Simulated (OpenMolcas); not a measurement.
# Single-point calculation of AlH$_{3}$Cl (charge −1) (part 1 of 2)

The run: single-point calculation of AlH$_{3}$Cl, charge −1, multiplicity 3, SMILES [AlH3-][Cl]. Method and program: ROMP2/STO-3G, ROHF (OpenMolcas 26.06).

The geometry is that of the parent species in another charge or spin state. The geometry comes from this level: GFN2-xTB.

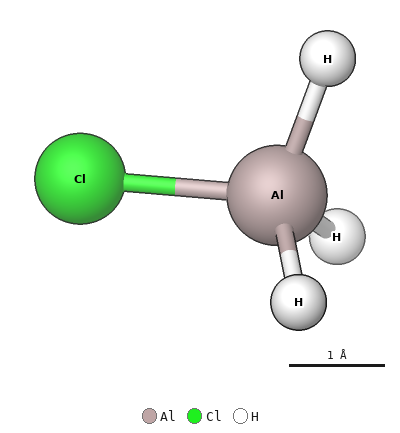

*The input geometry (ball-and-stick view, seen at a tilt). Sticks mark near contacts.*

Bond lengths as drawn: Al–Cl 2.10 Å and Al–H 1.61 Å.

## Input file
```
* AlClH3 ROMP2

&GATEWAY
 BasLib=$CurrDir
 Coord=input.xyz
 Basis=STO-3G
 Group=NoSym

&SEWARD

&SCF
 UHF
 Charge=-1
 Spin=3
 Thresholds=1e-10 1e-07 1e-07 1e-05
 PrOrbitals=1 1

&RASSCF
 FileOrb=$Project.UnaOrb
 Spin=3
 Nactel=2 0 0
 Inactive=16
 Ras2=2
 OutOrbitals=Canonical
 OrbListing=Nothing

&CASPT2
 IPEA=0.0
 Frozen=10
```

## File input.xyz
```
5

Al     0.109160    -0.000440    -0.082500
Cl    -1.562720    -0.002110     1.184250
H      0.226090     1.478490    -0.704190
H     -0.160190    -1.106410    -1.218300
H      1.387660    -0.369540     0.820730
```

Machine: 1 thread of Arm Neoverse V1, 24 GiB of memory available, shared host.

Run as:
```bash
export MOLCAS_MEM=1860
pymolcas run.input > run.log
```

## Log
```
--- Start Module: gateway ---

                                              &GATEWAY

                       available to each process: 1.9 GB of memory, 1 thread

 Basis Set     1 Label: AL.STO-3G
 Basis set is read from library:.
 basistype.tbl is not found

 Basis Set     2 Label: CL.STO-3G
 Basis set is read from library:.
 basistype.tbl is not found

 Basis Set     3 Label: H.STO-3G
 Basis set is read from library:.
 basistype.tbl is not found

++    Symmetry information:
      ---------------------

                    Character Table for C1

                             E
                    a        1  x, y, xy, Rz, z, xz, Ry, yz, Rx, I
--

++    Basis set information:
      ----------------------

      Basis set label: AL.STO-3G.........

      Electronic valence basis set:
      ------------------
      Associated Effective Charge  13.000000 au
      Associated Actual Charge     13.000000 au
      Nuclear Model: Point charge

      Shell  nPrim  nBasis  Cartesian Spherical Contaminant
         s       9       3        X
         p       6       2        X

      Basis set label: CL.STO-3G.........

      Electronic valence basis set:
      ------------------
      Associated Effective Charge  17.000000 au
      Associated Actual Charge     17.000000 au
      Nuclear Model: Point charge

      Shell  nPrim  nBasis  Cartesian Spherical Contaminant
         s       9       3        X
         p       6       2        X

      Basis set label: H.STO-3G.........

      Electronic valence basis set:
      ------------------
      Associated Effective Charge   1.000000 au
      Associated Actual Charge      1.000000 au
      Nuclear Model: Point charge

      Shell  nPrim  nBasis  Cartesian Spherical Contaminant
         s       3       1        X
--

++    Molecular structure info:
      -------------------------

                    ************************************************
                    **** Cartesian Coordinates / bohr, angstrom ****
                    ************************************************

     Center  Label                x              y              z                     x              y              z
        1      AL1              0.206283      -0.000831      -0.155902              0.109160      -0.000440      -0.082500
        2      CL2             -2.953113      -0.003987       2.237908             -1.562720      -0.002110       1.184250
        3      H3               0.427248       2.793941      -1.330726              0.226090       1.478490      -0.704190
        4      H4              -0.302715      -2.090812      -2.302253             -0.160190      -1.106410      -1.218300
        5      H5               2.622297      -0.698329       1.550955              1.387660      -0.369540       0.820730

                    ***************************************
                    *    InterNuclear Distances / bohr    *
                    ***************************************

               1 AL1           2 CL2           3 H3            4 H4            5 H5
    1 AL1      0.000000
    2 CL2      3.963851        0.000000
    3 H3       3.039702        5.656005        0.000000
    4 H4       3.038736        5.656192        5.033639        0.000000
    5 H5       3.039242        5.660319        5.031727        5.034076        0.000000

                    *******************************************
                    *    InterNuclear Distances / angstrom    *
                    *******************************************

               1 AL1           2 CL2           3 H3            4 H4            5 H5
    1 AL1      0.000000
    2 CL2      2.097580        0.000000
    3 H3       1.608541        2.993029        0.000000
    4 H4       1.608030        2.993128        2.663687        0.000000
    5 H5       1.608298        2.995312        2.662675        2.663918        0.000000
--

            Nuclear Potential Energy             78.19668976 au

--- Stop Module: gateway /rc=_RC_ALL_IS_WELL_ ---

--- Start Module: seward ---

                                              &SEWARD

                       available to each process: 1.9 GB of memory, 1 thread

               SEWARD will generate:
                  Multipole Moment integrals up to order  2
                  Kinetic Energy integrals
                  Nuclear Attraction integrals (point charge)
                  One-Electron Hamiltonian integrals
                  Velocity integrals
                  Orbital angular momentum around ( -1.4611  -0.0024   1.1074 )
                  Velocity quadrupole around ( -1.4611  -0.0024   1.1074 )
                  Two-Electron Repulsion integrals

                   Integrals are discarded if absolute value <: 1.00E-14
                   Integral cutoff threshold is set to       <: 1.00E-16

            Nuclear Potential Energy             78.19668976 au

      Basis set specifications :
      Symmetry species         a
      Basis functions           21

--- Stop Module: seward /rc=_RC_ALL_IS_WELL_ ---

--- Start Module: scf ---

                                                &SCF

                       available to each process: 1.9 GB of memory, 1 thread

++    Input section:
      --------------

      Header of the integral files:

      Cartesian coordinates in angstrom:
      -----------------------------------------------------
      No.  Label        X            Y            Z
      -----------------------------------------------------
       1   AL1        0.10916000  -0.00044000  -0.08250000
       2   CL2       -1.56272000  -0.00211000   1.18425000
       3   H3         0.22609000   1.47849000  -0.70419000
       4   H4        -0.16019000  -1.10641000  -1.21830000
       5   H5         1.38766000  -0.36954000   0.82073000
      -----------------------------------------------------
      Nuclear repulsion energy =   78.19668976
--

++    Orbital specifications:
      -----------------------

      Symmetry species               1
                                     a
      Frozen orbitals                0
      Start temperature = 0.500
      End temperature   = 0.010
      Temperature Factor= 0.460
      Deleted orbitals               0
      Total number of orbitals      21
      Number of basis functions     21
--

      Molecular charge                          -1.000

++    Optimization specifications:
      ----------------------------

      SCF Algorithm: Conventional USCF
      D(i)-D(i-1) density differences are used
      Number of density matrices in core                 5
      Maximum number of NDDO SCF iterations            400
      Maximum number of HF SCF iterations              400
      Threshold for SCF energy change             1.00E-10
      Threshold for density matrix                1.00E-07
      Threshold for Fock matrix                   1.00E-07
      Threshold for linear dependence             1.00E-09
      Threshold at which DIIS is turned on        1.50E-01
      Maximum depth in the DIIS procedure                5
      Maximum depth in the BFGS Hessian update          30
      Threshold at which QNR/C2DIIS is turned on  7.50E-02
      Threshold for Norm(delta) (QNR/C2DIIS)      1.00E-05
      All orbitals punched on: UHFORB
--

      Input vectors read from INPORB
      Orbital file label: *Guess orbitals

++ Convergence information
                               UHF SCF        iterations: Energy and convergence statistics

Iter     Tot. SCF        One-elec.       Two-elec.     Energy      Max Dij or  Max Fij      DNorm      TNorm      AccCon     Time
         Energy          Energy          Energy        Change      Delta Norm                                                in Sec.
   1  -691.121384739 -1128.618996004   359.300921501   0.00E+00    6.24E-02*   7.33E-01*    9.90E+00   1.01E+02   None         0.
   2  -693.963282495 -1134.424236564   362.264264304  -2.84E+00*   2.29E-01*   1.35E-01*    3.98E+00   1.02E+02   EDIIS        0.
   3  -694.504866174 -1131.961543170   359.259987231  -5.42E-01*   7.95E-02*   5.16E-02*    1.93E+00   1.02E+02   EDIIS        0.
   4  -694.695571687 -1134.289648401   361.397386950  -1.91E-01*   1.17E-01*   9.01E-02*    1.97E+00   1.02E+02   EDIIS        0.
   5  -694.770180851 -1133.869273913   360.902403297  -7.46E-02*   6.95E-02*   1.53E-02*    1.15E+00   1.02E+02   EDIIS        0.
   6  -694.773960473 -1133.764721941   360.794071704  -3.78E-03*   5.37E-02*   1.03E-02*    2.71E-01   1.02E+02   EDIIS        0.
   7  -694.785440369 -1133.722610616   360.740480483  -1.15E-02*   8.29E-02*   2.88E-02*    4.83E-01   1.02E+02   EDIIS        0.
   8  -694.840431550 -1133.742778090   360.705656775  -5.50E-02*   1.64E-01*   3.88E-02*    7.51E-01   1.02E+02   EDIIS        0.
   9  -694.848525477 -1133.806337709   360.761122468  -8.09E-03*   9.75E-02*   2.30E-02*    6.45E-01   1.02E+02   EDIIS        0.

       Fermi aufbau procedure completed!
      nOcc(alpha)=   18
      nOcc(beta) =   16

  10  -694.851826214 -1133.771876663   360.723360685  -3.30E-03*   2.55E-02*   5.36E-02*    4.10E-01   1.02E+02   c2DIIS       0.
  11  -694.855334050 -1133.647669818   360.595646003  -3.51E-03*   2.31E-02*   3.70E-03*    2.00E-01   1.02E+02   QNRc2DIIS    0.
  12  -694.855469812 -1133.622146200   360.569986623  -1.36E-04*   4.77E-02*   2.94E-03*    6.78E-02   1.02E+02   QNRc2DIIS    0.
  13  -694.855588655 -1133.568231094   360.515952674  -1.19E-04*   1.75E-02*   1.41E-03*    1.51E-01   1.02E+02   QNRc2DIIS    0.
  14  -694.855611959 -1133.550156530   360.497854807  -2.33E-05*   5.77E-02*   1.50E-03*    5.75E-02   1.02E+02   QNRc2DIIS    0.
  15  -694.855679898 -1133.506745690   360.454376028  -6.79E-05*   6.24E-02*   1.80E-03*    1.76E-01   1.02E+02   QNRc2DIIS    0.
  16  -694.855619042 -1133.530824372   360.478515566   6.09E-05*   3.62E-03*   4.31E-04*    1.50E-01   1.02E+02   QNRc2DIIS    0.
  17  -694.855620499 -1133.531191417   360.478881153  -1.46E-06*   3.61E-03*   1.87E-04*    1.02E-02   1.02E+02   QNRc2DIIS    0.
  18  -694.855621407 -1133.529724723   360.477413552  -9.08E-07*   1.18E-03*   8.26E-05*    9.04E-03   1.02E+02   QNRc2DIIS    0.
  19  -694.855621484 -1133.529303395   360.476992147  -7.69E-08*   2.49E-04*   2.58E-05*    3.58E-03   1.02E+02   QNRc2DIIS    0.
  20  -694.855621489 -1133.529242727   360.476931473  -5.54E-09*   1.07E-04*   7.63E-06*    8.15E-04   1.02E+02   QNRc2DIIS    0.
  21  -694.855621490 -1133.529199556   360.476888301  -9.06E-10*   1.50E-05*   1.91E-06*    3.20E-04   1.02E+02   QNRc2DIIS    0.
  22  -694.855621490 -1133.529208391   360.476897137  -2.94E-11    1.97E-06    2.62E-07*    3.66E-05   1.02E+02   QNRc2DIIS    0.
  23  -694.855621490 -1133.529209058   360.476897803  -5.68E-13    7.76E-07    7.08E-08     4.43E-06   1.02E+02   QNRc2DIIS    0.

       Convergence after  23 Iterations
--

 *****************************************************************************************************************************
 *                                             SCF/KS-DFT Program, Final results                                             *
 *                                                       Final Results                                                       *
 *****************************************************************************************************************************

::    Total SCF energy                               -694.8556214902
      One-electron energy                           -1133.5292090578
      Two-electron energy                             360.4768978033
      Nuclear repulsion energy                         78.1966897643
      Kinetic energy (interpolated)                   686.6149176489
      Virial theorem                                    1.0120019295
      Total spin, S(S+1)                                2.0083464716
      Total spin, S                                     1.0027795818
      Max non-diagonal density matrix element           0.0000005260
      Max non-diagonal Fock matrix element              0.0000000499

      All orbitals with orbital energies smaller than  E(LUMO)+0.5 are printed

++    Molecular orbitals:
      -------------------

      Title: UHF orbitals (alpha)

      Molecular orbitals for symmetry species 1: a

          Orbital            1         2         3         4         5         6         7         8         9        10
          Energy         -103.2436  -57.4468   -9.9561   -7.3994   -7.3956   -7.3948   -4.3984   -2.6154   -2.6106   -2.6102
          Occ. No.          1.0000    1.0000    1.0000    1.0000    1.0000    1.0000    1.0000    1.0000    1.0000    1.0000

          Orbital           11        12        13        14        15        16        17        18        19        20
          Energy           -0.6895   -0.3484   -0.2527   -0.1620   -0.1199   -0.0991   -0.0769    0.3794    0.7866    0.8147
          Occ. No.          1.0000    1.0000    1.0000    1.0000    1.0000    1.0000    1.0000    1.0000    0.0000    0.0000

          Orbital           21
          Energy            0.8690
          Occ. No.          0.0000

--

      All orbitals with orbital energies smaller than  E(LUMO)+0.5 are printed

++    Molecular orbitals:
      -------------------

      Title: UHF orbitals (beta)

      Molecular orbitals for symmetry species 1: a

          Orbital            1         2         3         4         5         6         7         8         9        10
          Energy         -103.2425  -57.4356   -9.9544   -7.3957   -7.3941   -7.3939   -4.3754   -2.6043   -2.5998   -2.5988
          Occ. No.          1.0000    1.0000    1.0000    1.0000    1.0000    1.0000    1.0000    1.0000    1.0000    1.0000

          Orbital           11        12        13        14        15        16        17        18
          Energy           -0.6783   -0.2057   -0.1060   -0.0944   -0.0802    0.0236    0.3131    0.8088
          Occ. No.          1.0000    1.0000    1.0000    1.0000    1.0000    1.0000    0.0000    0.0000

--

++    Molecular charges:
      ------------------

      Mulliken charges per centre and basis function type
      ---------------------------------------------------

                            AL1                     CL2                     H3                      H4                      H5
                     alpha        beta       alpha        beta       alpha        beta       alpha        beta       alpha        beta
      1s           2.9483      2.5201      2.9955      2.9920      0.9339      0.2537      0.7665      0.6818      0.9340      0.2543
      2px          1.1444      1.1671      1.9415      1.9093      0.0000      0.0000      0.0000      0.0000      0.0000      0.0000
      2pz          1.1786      1.1378      1.9561      1.9376      0.0000      0.0000      0.0000      0.0000      0.0000      0.0000
      2py          1.2106      1.1657      1.9906      1.9807      0.0000      0.0000      0.0000      0.0000      0.0000      0.0000
      Total        6.4819      5.9907      8.8837      8.8196      0.9339      0.2537      0.7665      0.6818      0.9340      0.2543
      Total             12.4726                 17.7032                  1.1876                  1.4483                  1.1883

      Charge            0.5274                 -0.7032                 -0.1876                 -0.4483                 -0.1883

      Total electronic charge=   34.000000

      Total            charge=   -1.000000
--

++    Molecular orbitals:
      -------------------

      Title: Natural orbitals

      Molecular orbitals for symmetry species 1: a

          Orbital            1         2         3         4         5         6         7         8         9        10
          Energy         -103.2431  -57.4412   -9.9552   -7.3975   -7.3947   -7.3944   -4.3866   -2.6036   -2.6040   -2.5848
          Occ. No.          2.0000    2.0000    2.0000    2.0000    2.0000    2.0000    2.0000    2.0000    2.0000    2.0000

          Orbital           11        12        13        14        15        16        17        18        19        20
          Energy           -0.6825   -0.1287   -0.1168   -0.1060   -0.1974   -0.1018    0.0474    0.6038    0.8363    0.8760
          Occ. No.          2.0000    2.0000    2.0000    1.9999    1.9997    1.9962    1.0000    1.0000    0.0038    0.0003

          Orbital           21
          Energy            0.8764
          Occ. No.          0.0001

--

++    Molecular properties:
      ---------------------

      Charge (e):
                      =   -1.0000
      Dipole Moment (debye):
      Origin of the operator (angstrom)=   -0.7732   -0.0013    0.5860
                   X= -3.3037E-01               Y=  5.4143E-01               Z=  9.0142E-01           Total=  1.1022E+00
      Center of Charge (angstrom)
                     X=   -0.70439534               Y=   -0.11400183               Z=    0.39834205
      Quadrupole Moment (debye*angstrom):
      Origin of the operator (angstrom)=   -0.7732   -0.0013    0.5860
                  XX= -3.1521E+01              XY= -3.2721E-01              XZ=  3.7758E+00              YY= -2.8099E+01
                  YZ= -2.2983E+00              ZZ= -3.1647E+01
      In traceless form (debye*angstrom)
                  XX= -1.6477E+00              XY= -4.9081E-01              XZ=  5.6637E+00              YY=  3.4850E+00
                  YZ= -3.4475E+00              ZZ= -1.8372E+00
--
```
